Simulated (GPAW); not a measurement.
**MgO (Fm-3m): dielectric function**

Aim: the dielectric function of MgO (Fm-3m), with and without local fields.

Main program and level: GPAW 26.7.0; PBE and many-body steps on it, plane waves.

**Experimental background.**

- ε∞ 2.95 ± 0.1: high-frequency dielectric constant; infrared reflectance, oscillator fit; 295 K; bulk crystal (wedged single crystal slab) (“Infrared Optical Properties of Ferropericlase (Mg1-xFexO): Experiment and Theory”, 2007, arxiv:0704.2267).

**1. The structure**

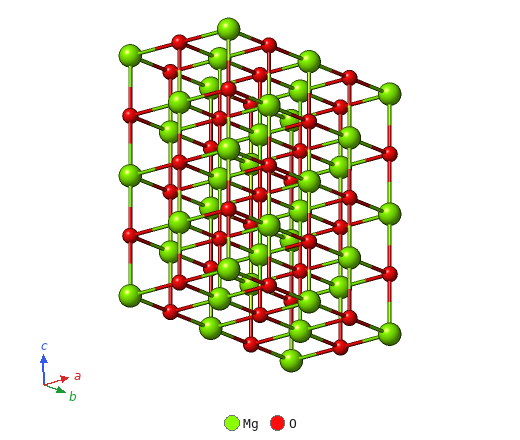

Start, viewed from a free direction; magnesium green, oxygen red. 1×2×2 cells are drawn. This picture shows the conventional cell, with its axes. Some periodic images of atoms are drawn too.

As a file:

```xyz
2
Lattice="0.0000 2.0970 2.0970 2.0970 0.0000 2.0970 2.0970 2.0970 0.0000" Properties=species:S:1:pos:R:3 pbc="T T T"
Mg    0.0000    0.0000    0.0000
O     2.0970    2.0970    2.0970
```

The cell and positions are those that the Materials Project relaxed with its own functionals (PBE, PBE+U or r2SCAN), kept fixed.

**2. Empty states on the mesh, 12×12×12 mesh, 26 bands**

This step: GPAW 26.7.0; DFT, PBE, plane waves, PAW.

The sums over transitions need many empty states on a uniform mesh; this step solves for them.

Contents of run.py:

```python
import json
import numpy as np
from gpaw.mpi import world
from gpaw import GPAW

calc = GPAW('gs.gpw').fixed_density(kpts={'size': (12, 12, 12), 'gamma': True},
    nbands=32,
    convergence={'bands': 26},
    txt='nscf.txt')
calc.write('full.gpw', mode='all')
res = {}
kpts = calc.get_ibz_k_points()
res['kpts'] = kpts
res['eigenvalues'] = [calc.get_eigenvalues(kpt=k) for k in range(len(kpts))]
res['n_electrons'] = calc.get_number_of_electrons()

if world.rank == 0:
    with open('result.json', 'w') as f:
        json.dump(res, f, default=lambda x: x.tolist())
```

Run with:

```
$ mpirun -n 4 gpaw python run.py
```

Numbers of over 12 decimals in the logs are rounded to 6 here.

Output:

```text
Diagonalizing LCAO Hamiltonian
Converting LCAO to pw mode
convergence criteria:
- Maximum integral of absolute [eigenst]ate change: 4e-08 eV^2 / valence electron
maximum number of iterations: 100

SCF iterations
|iter     |     time |      energy | eigst |  dens |
|iter:   1|  |             | +3.31 |       |
|iter:   2|  |             | +1.58 |       |
|iter:   3|  |             | -0.27 |       |
|iter:   4|  |             | -2.21 |       |
|iter:   5|  |             | -3.73 |       |
|iter:   6|  |             | -5.59 |       |
|iter:   7|  |             | -6.93 |       |
|iter:   8|  |             | -7.76c|       |
SCF steps: 8
  __  _  _
 | _ |_)|_||  |
 |__||  | ||/\| - 26.7.0

Input parameters:
  mode=PW(ecut=600.0),
  convergence={'bands': 26},
  gpts=array([18, 18, 18]),
  kpts=MonkhorstPack(size=(12, 12, 12), gamma=True),
  maxiter=100,
  nbands=32,
  occupations=Occupations(name='fermi-dirac', width=0.001, fixmagmom=False),
  parallel={},
  xc=XC(name='PBE')
# Writing to full.gpw (mode='all')
  [... matrices ...]

timing:  # [seconds]
  Total: 0.047  # ━━━━━━━━━━━━━━━━━━━━━━━━━━━━━━━━━━━━━━━━━━━━━━━━━━━━━━━━━━━
```

Wall time 11 s (4 MPI ranks of Arm Neoverse V1, shared host); peak memory 0.65 GiB; 42 s of CPU time.

This step gave:

```
gap                                                           : 4.886 eV
k of the valence top                                          : 0, 0, 0
k of the conduction bottom                                    : 0, 0, 0
least direct gap                                              : 4.886 eV
k points computed                                             : 72
lowest point of the top converged band, above the valence top : 48.18 eV
```

On this mesh the gap is 4.886 eV.

**3. RPA response**

The response function is computed on a frequency grid, with local fields up to the given cutoff.

This step: linear response, RPA, on PBE, plane waves, PAW.

Contents of run.py:

```python
import json
import numpy as np
from gpaw.mpi import world
from gpaw.response.df import DielectricFunction

df = DielectricFunction('full.gpw',
    ecut=50,
    nbands=26,
    eta=0.2,
    frequencies={'type': 'nonlinear', 'domega0': 0.05, 'omega2': 10.0},
    intraband=False,
    txt='df.txt')
res = {'optical': {}, 'eels': []}
for d in 'x':
    y0, y = df.get_dielectric_function(direction=d, xc='RPA', filename=None)
    res['optical'][d] = [y0.real, y0.imag, y.real, y.imag]
res['w'] = df.get_frequencies()
for q_c in [[0.0833333333, 0, 0], [0.25, 0, 0], [0.5, 0, 0], [0.75, 0, 0], [1.25, 0, 0]]:
    res['eels'].append(df.get_eels_spectrum(q_c=q_c, xc='RPA', filename=None))

if world.rank == 0:
    with open('result.json', 'w') as f:
        json.dump(res, f, default=lambda x: x.tolist())
```

Run with:

```
$ mpirun -n 4 gpaw python run.py
```

Output:

```text
Using integrator: PointIntegrator
NonLinearFrequencyDescriptor(from 0.000 to 129.556 eV, 408 points)
Nonperiodic BCs:  [False False False]
Using integrator: PointIntegrator
NonLinearFrequencyDescriptor(from 0.000 to 129.556 eV, 408 points)
Nonperiodic BCs:  [False False False]

Calculating chi0 body with:
    Ground state adapter containing:
    Number of spins: 1
    Number of kpoints: 1728
    Number of irreducible kpoints: 72
    Number of completely occupied states: 8
    Number of partially occupied states: 8
    Occupied states memory: 0.7119140625 M / cpu

    Linear response parametrization:
    q_c: [0.0, 0.0, 0.0]
    Number of frequency points: 408
    Planewave cutoff: 50.0
    Number of bands: 26
    Number of planewaves: 15
    Broadening (eta): 0.2
    comm.size: 4
    kncomm.size: 4
    blockcomm.size: 1

    Memory estimate of potentially large arrays:
        chi0_wGG: 1.400757 M / cpu
Integrating chi0 body.

Symmetries of q_c:
    Direct symmetries (Uq -> q): 48
    Indirect symmetries (TUq -> q): 0
In total 48 allowed symmetries.

  [... matrices ...]
72 groups of equivalent kpoints. 95.833333% reduction.

Integral kind: spectral function

Calculating chi0 optical extensions with:
    Ground state adapter containing:
    Number of spins: 1
    Number of kpoints: 1728
    Number of irreducible kpoints: 72
    Number of completely occupied states: 8
    Number of partially occupied states: 8
    Occupied states memory: 0.7119140625 M / cpu

    Linear response parametrization:
    Number of frequency points: 408
    Planewave cutoff: 50.0
    Number of bands: 26
    Number of planewaves: 15
    Broadening (eta): 0.2
Integrating chi0 head and wings.

Symmetries of q_c:
    Direct symmetries (Uq -> q): 48
    Indirect symmetries (TUq -> q): 0
In total 48 allowed symmetries.

  [... matrices ...]
72 groups of equivalent kpoints. 95.833333% reduction.

Integral kind: spectral function wings

Calculating chi0 body with:
    Ground state adapter containing:
    Number of spins: 1
    Number of kpoints: 1728
    Number of irreducible kpoints: 72
    Number of completely occupied states: 8
    Number of partially occupied states: 8
    Occupied states memory: 0.7119140625 M / cpu

    Linear response parametrization:
    q_c: [0.0833333333, 0.0, 0.0]
    Number of frequency points: 408
    Planewave cutoff: 50.0
    Number of bands: 26
    Number of planewaves: 15
    Broadening (eta): 0.2
    comm.size: 4
    kncomm.size: 4
    blockcomm.size: 1

    Memory estimate of potentially large arrays:
        chi0_wGG: 1.400757 M / cpu
Integrating chi0 body.

Symmetries of q_c:
    Direct symmetries (Uq -> q): 6
    Indirect symmetries (TUq -> q): 0
In total 6 allowed symmetries.

  [... matrices ...]
364 groups of equivalent kpoints. 78.935185% reduction.

Integral kind: spectral function

[... 4 further calls ...]
```

Wall time 15 s (4 MPI ranks); peak memory 0.86 GiB.

This step gave:

| Property | Result |
| --- | --- |
| ε at zero frequency | 3.021 |
| the same without local fields | 3.166 |

The static value is 3.02.

The ε₂ has structure finer than the step of the table below, so its rows give means over 2.5 eV, whole bins alone (the curve runs from 0 to 39.8 eV). Peaks (eV: height): xx, no local fields 9.20: 3.42, 11.40: 4.74, 15.60: 3.42; xx, local fields 9.20: 3.38, 11.40: 3.93, 15.60: 2.56.

RPA, broadening 0.2 eV. Table of ε₂ by photon energy; means over each step:

```csv
photon energy (eV),"xx, no local fields","xx, local fields"
2.5,0.0266,0.0259
5.0,0.406,0.421
7.5,1.57,1.62
10.0,3.38,3.10
12.5,3.18,2.61
15.0,2.74,2.09
17.5,2.30,2.18
20.0,0.881,1.05
22.5,0.532,0.666
25.0,0.293,0.341
27.5,0.218,0.230
30.0,0.313,0.246
32.5,0.283,0.304
35.0,0.260,0.231
37.5,0.258,0.257
```

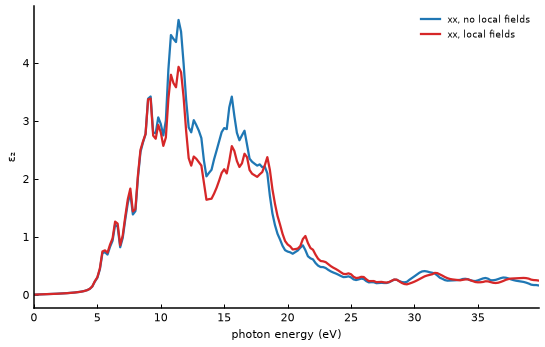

ε₂, plotted against photon energy.

The loss function, xx has structure finer than the step of the table below, so its rows give means over 2 eV, whole bins alone (the curve runs from 0 to 39.8 eV). Peaks (eV: height): 20.4: 1.28, 24.0: 1.89, 32.0: 0.591.

Optical limit, local fields. Loss function, xx against energy loss; means over each step:

```csv
energy loss (eV),"loss function, xx"
2,0.00185
4,0.00733
6,0.0532
8,0.0934
10,0.175
12,0.310
14,0.391
16,0.372
18,0.466
20,1.01
22,1.34
24,1.76
26,1.08
28,0.544
30,0.372
32,0.523
34,0.416
36,0.319
38,0.372
```

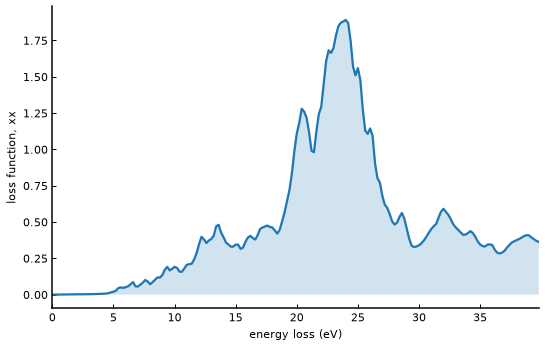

Loss function, xx, plotted against energy loss.

The -Im 1/eps(q) has structure finer than the step of the table below, so its rows give means over 2.5 eV, whole bins alone (the curve runs from 0 to 39.8 eV). Peaks (eV: height): q = 0.216 1/A 23.80: 1.88, 32.20: 0.570; q = 0.649 1/A 23.20: 1.49; q = 1.297 1/A 15.80: 0.437, 24.40: 0.947, 37.60: 0.664; q = 1.946 1/A 26.20: 0.508, 35.80: 0.515; q = 3.244 1/A 34.00: 0.269.

RPA, local fields; q along the first reciprocal vector. -Im 1/eps(q) against energy loss; means over each step:

```csv
energy loss (eV),q = 0.216 1/A,q = 0.649 1/A,q = 1.297 1/A,q = 1.946 1/A,q = 3.244 1/A
2.5,0.00236,0.00170,9.2e-4,5.8e-4,2.4e-4
5.0,0.0224,0.00617,0.00223,0.00174,6.8e-4
7.5,0.0797,0.0531,0.00641,0.0103,0.00484
10.0,0.168,0.142,0.0504,0.0267,0.0219
12.5,0.339,0.241,0.137,0.0730,0.0575
15.0,0.373,0.432,0.308,0.177,0.0500
17.5,0.431,0.381,0.307,0.185,0.0421
20.0,0.923,0.739,0.459,0.210,0.0576
22.5,1.47,1.23,0.662,0.313,0.0677
25.0,1.46,1.24,0.816,0.428,0.0959
27.5,0.646,0.687,0.544,0.376,0.122
30.0,0.406,0.434,0.421,0.307,0.111
32.5,0.514,0.500,0.579,0.442,0.170
35.0,0.389,0.486,0.581,0.472,0.229
37.5,0.361,0.457,0.634,0.502,0.185
```

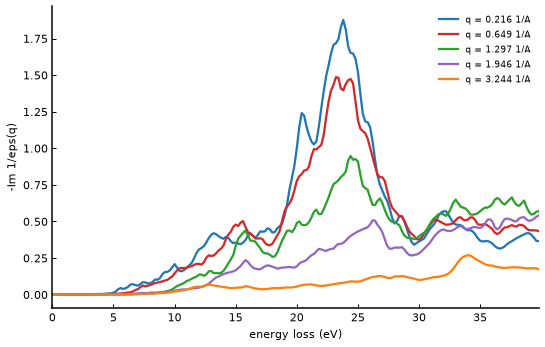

-Im 1/eps(q), plotted against energy loss.

**4. ALDA response**

This step: linear response, ALDA, on PBE, plane waves, PAW.

run.py: that of step 3 with these lines changed.

```diff
@@ -14,7 +14,7 @@
 for d in 'x':
-    y0, y = df.get_dielectric_function(direction=d, xc='RPA', filename=None)
+    y0, y = df.get_dielectric_function(direction=d, xc='ALDA', filename=None)
     res['optical'][d] = [y0.real, y0.imag, y.real, y.imag]
 res['w'] = df.get_frequencies()
-for q_c in [[0.0833333333, 0, 0], [0.25, 0, 0], [0.5, 0, 0], [0.75, 0, 0], [1.25, 0, 0]]:
-    res['eels'].append(df.get_eels_spectrum(q_c=q_c, xc='RPA', filename=None))
+for q_c in [[0.5, 0, 0]]:
+    res['eels'].append(df.get_eels_spectrum(q_c=q_c, xc='ALDA', filename=None))
```

Run with:

```
$ mpirun -n 4 gpaw python run.py
```

Output:

```text
Using integrator: PointIntegrator
NonLinearFrequencyDescriptor(from 0.000 to 129.556 eV, 408 points)
Nonperiodic BCs:  [False False False]
Using integrator: PointIntegrator
NonLinearFrequencyDescriptor(from 0.000 to 129.556 eV, 408 points)
Nonperiodic BCs:  [False False False]

Calculating chi0 body with:
    Ground state adapter containing:
    Number of spins: 1
    Number of kpoints: 1728
    Number of irreducible kpoints: 72
    Number of completely occupied states: 8
    Number of partially occupied states: 8
    Occupied states memory: 0.7119140625 M / cpu

    Linear response parametrization:
    q_c: [0.0, 0.0, 0.0]
    Number of frequency points: 408
    Planewave cutoff: 50.0
    Number of bands: 26
    Number of planewaves: 15
    Broadening (eta): 0.2
    comm.size: 4
    kncomm.size: 4
    blockcomm.size: 1

    Memory estimate of potentially large arrays:
        chi0_wGG: 1.400757 M / cpu
Integrating chi0 body.

Symmetries of q_c:
    Direct symmetries (Uq -> q): 48
    Indirect symmetries (TUq -> q): 0
In total 48 allowed symmetries.

  [... matrices ...]
72 groups of equivalent kpoints. 95.833333% reduction.

Integral kind: spectral function

Calculating chi0 optical extensions with:
    Ground state adapter containing:
    Number of spins: 1
    Number of kpoints: 1728
    Number of irreducible kpoints: 72
    Number of completely occupied states: 8
    Number of partially occupied states: 8
    Occupied states memory: 0.7119140625 M / cpu

    Linear response parametrization:
    Number of frequency points: 408
    Planewave cutoff: 50.0
    Number of bands: 26
    Number of planewaves: 15
    Broadening (eta): 0.2
Integrating chi0 head and wings.

Symmetries of q_c:
    Direct symmetries (Uq -> q): 48
    Indirect symmetries (TUq -> q): 0
[...]
(0,0)   1.00000000  0.99966576  yes
      (1,-1)  0.00000000  0.00000000  yes
      (1,0)   0.00000000  0.00000000  yes
[...]
In total: 0.999997 of the surface norm square is covered on average
      In total: 0.999997 of the surface norm square could be covered on average

    RSHE of atom 1
      (l,m)   max weight  avg weight  included
[...]
In total: 1.000000 of the surface norm square is covered on average
      In total: 1.000000 of the surface norm square could be covered on average

  [... matrices ...]

Calculating chi0 body with:
    Ground state adapter containing:
    Number of spins: 1
    Number of kpoints: 1728
    Number of irreducible kpoints: 72
    Number of completely occupied states: 8
    Number of partially occupied states: 8
    Occupied states memory: 0.7119140625 M / cpu

    Linear response parametrization:
    q_c: [0.5, 0.0, 0.0]
    Number of frequency points: 408
    Planewave cutoff: 50.0
    Number of bands: 26
    Number of planewaves: 14
    Broadening (eta): 0.2
    comm.size: 4
    kncomm.size: 4
    blockcomm.size: 1

    Memory estimate of potentially large arrays:
        chi0_wGG: 1.22021484375 M / cpu
Integrating chi0 body.

Symmetries of q_c:
    Direct symmetries (Uq -> q): 12
    Indirect symmetries (TUq -> q): 0
In total 12 allowed symmetries.

  [... matrices ...]
189 groups of equivalent kpoints. 89.0625% reduction.

Integral kind: spectral function

Calculating ALDA kernel
Calculating f(G)
    Calculating PAW corrections

    RSHE of atom 0
      (l,m)   max weight  avg weight  included
[...]
[... further lines of this kind ...]
      In total: 0.999997 of the surface norm square is covered on average
      In total: 0.999997 of the surface norm square could be covered on average

    RSHE of atom 1
      (l,m)   max weight  avg weight  included
[...]
(4,-2)  0.00000000  0.00000000  yes
      (4,-1)  0.00000000  0.00000000  yes
      In total: 1.000000 of the surface norm square is covered on average
      In total: 1.000000 of the surface norm square could be covered on average
```

It took 6 s on 4 MPI ranks; peak memory 0.86 GiB.

This step gave:

```yaml
eps_at_zero_frequency: 3.069
the_same_without_local_fields: 3.166
```

The static value is 3.07.

**5. RPA response, fewer bands (12×12×12 mesh, 10 bands, screening to 50 eV, broadening 0.2 eV)**

This step: linear response, RPA, on PBE, plane waves, PAW.

run.py: that of step 4 with these lines changed.

```diff
@@ -7,3 +7,3 @@
     ecut=50,
-    nbands=26,
+    nbands=10,
     eta=0.2,
@@ -14,7 +14,7 @@
 for d in 'x':
-    y0, y = df.get_dielectric_function(direction=d, xc='ALDA', filename=None)
+    y0, y = df.get_dielectric_function(direction=d, xc='RPA', filename=None)
     res['optical'][d] = [y0.real, y0.imag, y.real, y.imag]
 res['w'] = df.get_frequencies()
-for q_c in [[0.5, 0, 0]]:
-    res['eels'].append(df.get_eels_spectrum(q_c=q_c, xc='ALDA', filename=None))
+for q_c in []:
+    res['eels'].append(df.get_eels_spectrum(q_c=q_c, xc='RPA', filename=None))
```

Run with:

```
$ mpirun -n 4 gpaw python run.py
```

Output:

```text
Using integrator: PointIntegrator
NonLinearFrequencyDescriptor(from 0.000 to 89.204 eV, 381 points)
Nonperiodic BCs:  [False False False]
Using integrator: PointIntegrator
NonLinearFrequencyDescriptor(from 0.000 to 89.204 eV, 381 points)
Nonperiodic BCs:  [False False False]

Calculating chi0 body with:
    Ground state adapter containing:
    Number of spins: 1
    Number of kpoints: 1728
    Number of irreducible kpoints: 72
    Number of completely occupied states: 8
    Number of partially occupied states: 8
    Occupied states memory: 0.7119140625 M / cpu

    Linear response parametrization:
    q_c: [0.0, 0.0, 0.0]
    Number of frequency points: 381
    Planewave cutoff: 50.0
    Number of bands: 10
    Number of planewaves: 15
    Broadening (eta): 0.2
    comm.size: 4
    kncomm.size: 4
    blockcomm.size: 1

    Memory estimate of potentially large arrays:
        chi0_wGG: 1.308060 M / cpu
Integrating chi0 body.

Symmetries of q_c:
    Direct symmetries (Uq -> q): 48
    Indirect symmetries (TUq -> q): 0
In total 48 allowed symmetries.

  [... matrices ...]
72 groups of equivalent kpoints. 95.833333% reduction.

Integral kind: spectral function

Calculating chi0 optical extensions with:
    Ground state adapter containing:
    Number of spins: 1
    Number of kpoints: 1728
    Number of irreducible kpoints: 72
    Number of completely occupied states: 8
    Number of partially occupied states: 8
    Occupied states memory: 0.7119140625 M / cpu

    Linear response parametrization:
    Number of frequency points: 381
    Planewave cutoff: 50.0
    Number of bands: 10
    Number of planewaves: 15
    Broadening (eta): 0.2
Integrating chi0 head and wings.

Symmetries of q_c:
    Direct symmetries (Uq -> q): 48
    Indirect symmetries (TUq -> q): 0
In total 48 allowed symmetries.

  [... matrices ...]
72 groups of equivalent kpoints. 95.833333% reduction.

Integral kind: spectral function wings
```

The job ended after 3.8 s (4 MPI ranks; peak memory 0.47 GiB).

This step gave:

* ε at zero frequency: 2.517
* the same without local fields: 2.533

**6. RPA response, scissors (12×12×12 mesh, 26 bands, screening to 50 eV, broadening 0.2 eV)**

run.py: that of step 5 with these lines changed.

```diff
@@ -7,3 +7,3 @@
     ecut=50,
-    nbands=10,
+    nbands=26,
     eta=0.2,
@@ -11,2 +11,3 @@
     intraband=False,
+    eshift=1.5,
     txt='df.txt')
```

Run with:

```
$ mpirun -n 4 gpaw python run.py
```

Output:

```text
Using integrator: PointIntegrator
NonLinearFrequencyDescriptor(from 0.000 to 129.556 eV, 408 points)
Nonperiodic BCs:  [False False False]
Using integrator: PointIntegrator
NonLinearFrequencyDescriptor(from 0.000 to 129.556 eV, 408 points)
Nonperiodic BCs:  [False False False]

Calculating chi0 body with:
    Ground state adapter containing:
    Number of spins: 1
    Number of kpoints: 1728
    Number of irreducible kpoints: 72
    Number of completely occupied states: 8
    Number of partially occupied states: 8
    Occupied states memory: 0.7119140625 M / cpu

[...]
Number of spins: 1
    Number of kpoints: 1728
    Number of irreducible kpoints: 72
    Number of completely occupied states: 8
    Number of partially occupied states: 8
    Occupied states memory: 0.7119140625 M / cpu

    Linear response parametrization:
    Number of frequency points: 408
    Planewave cutoff: 50.0
    Number of bands: 26
    Number of planewaves: 15
    Broadening (eta): 0.2
Integrating chi0 head and wings.

Symmetries of q_c:
    Direct symmetries (Uq -> q): 48
    Indirect symmetries (TUq -> q): 0
In total 48 allowed symmetries.

  [... matrices ...]
72 groups of equivalent kpoints. 95.833333% reduction.

Integral kind: spectral function wings
```

Wall time 4.5 s (4 MPI ranks); peak memory 0.85 GiB.

Numbers from this step:

- ε at zero frequency: 2.790
- the same without local fields: 2.916

The static value is 2.79.

**7. RPA response, unknown integration mode (12×12×12 mesh, 26 bands, screening to 30 eV, broadening 0.2 eV)**

run.py: that of step 6 with these lines changed.

```diff
@@ -6,3 +6,3 @@
 df = DielectricFunction('full.gpw',
-    ecut=50,
+    ecut=30,
     nbands=26,
@@ -11,3 +11,3 @@
     intraband=False,
-    eshift=1.5,
+    integrationmode='gaussian',
     txt='df.txt')
```

Run with:

```
$ mpirun -n 4 gpaw python run.py
```

Output:

```text

--- the script ended with ---
ValueError: Integration mode "gaussian" not implemented.
```

Elapsed: 13 s, on 4 MPI ranks; peak memory 0.54 GiB.

The run stopped with an error after 13 s.

The program's words: ValueError: Integration mode "gaussian" not implemented.

The fault put into this input: unknown integration mode.

**8. The runs together**

Times are wall times on 4 MPI ranks of Arm Neoverse V1, shared host, good to a factor of about two.

```csv
run,ε(0),without local fields,time
RPA response,3.02,3.17,15 s
ALDA response,3.07,3.17,6 s
"RPA response, fewer bands (12×12×12 mesh, 10 bands, screening to 50 eV, broadening 0.2 eV)",2.52,2.53,3.8 s
"RPA response, scissors (12×12×12 mesh, 26 bands, screening to 50 eV, broadening 0.2 eV)",2.79,2.92,4.5 s
```

**9. Summary of results**

- RPA response: ε(0) 3.02
- ALDA response: ε(0) 3.07
- RPA response, fewer bands (12×12×12 mesh, 10 bands, screening to 50 eV, broadening 0.2 eV): ε(0) 2.52
- RPA response, scissors (12×12×12 mesh, 26 bands, screening to 50 eV, broadening 0.2 eV): ε(0) 2.79

What this shows: In the optical limit the electronic ε(0) is 3.02, against 3.17 without local fields. ALDA response: ε(0) = 3.07. RPA response, fewer bands (12×12×12 mesh, 10 bands, screening to 50 eV, broadening 0.2 eV): ε(0) = 2.52. RPA response, scissors (12×12×12 mesh, 26 bands, screening to 50 eV, broadening 0.2 eV): ε(0) = 2.79. Measured: 2.95 ± 0.1 (high-frequency dielectric constant, 2007). ε(0) converges slowly with a Γ-centred mesh, and this one is not shown settled. Unless a shift is named, the levels are those of the density functional, and only a kernel with a long-range part can bind an exciton.

[Paths, hosts, dates, memory and timing lines, banners, echoed tables and standing remarks are left out of the program output.]

[Logs are printed without paths, hosts, clocks, repeated set-up lines and the standing remarks that a program may print on its own settings, such as how far it seeks lower states.]

[Runs of the session that timed out or met a known fault of the program may be left out.]

[Hosts, paths, dates, database ids (printed as entryN), source tags and the programs' standing remarks are cut or masked in the printed files.]
